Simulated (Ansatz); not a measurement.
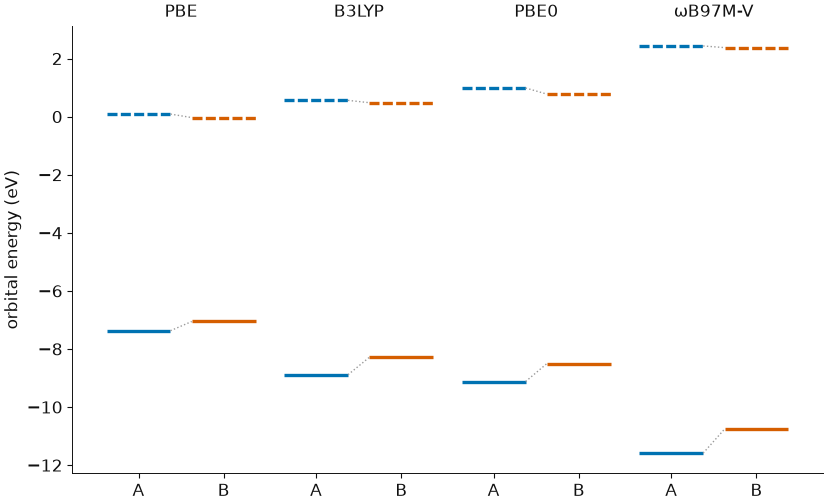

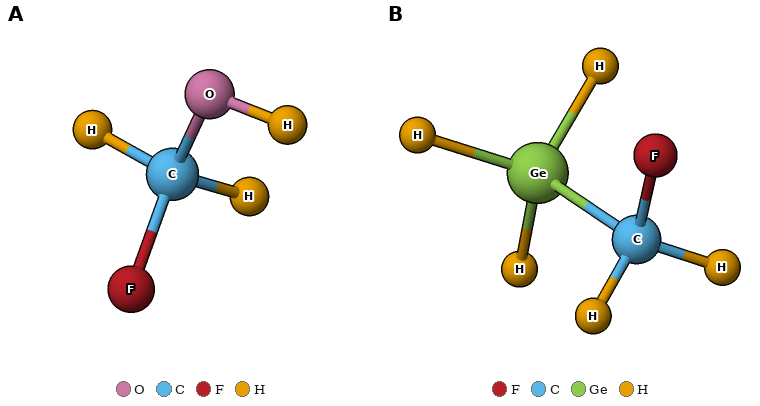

One change: A, CH₃FO (SMILES OCF), becomes B, CH₅FGe (SMILES F[CH2][GeH3]). OH on C is replaced by GeH₃. HOMO (solid) and LUMO (dashed) computed in def2-TZVPP at PBE0-D4/def2-TZVP geometries, both minima by their frequencies, gas phase, the Ansatz code 0.2.0. Empty levels above zero depend strongly on the basis.

Question: What does the change do to HOMO and LUMO?

Answer: PBE: the HOMO rises by 0.32 eV, the LUMO falls by 0.12 eV, and the separation goes from 7.46 to 7.02 eV. B3LYP: the HOMO rises by 0.60 eV, the LUMO falls by 0.08 eV, and the separation goes from 9.45 to 8.77 eV. PBE0: the HOMO rises by 0.62 eV, the LUMO falls by 0.21 eV, and the separation goes from 10.11 to 9.28 eV. ωB97M-V: the HOMO rises by 0.83 eV, the LUMO falls by 0.06 eV, and the separation goes from 14.02 to 13.14 eV.

Question: Do the functionals agree on the effect?

Answer: They agree on the direction for both levels; the HOMO shift lies between 0.32 and 0.83 eV and the LUMO shift between −0.21 and −0.06 eV, while the separations themselves differ by up to 6.6 eV between functionals.
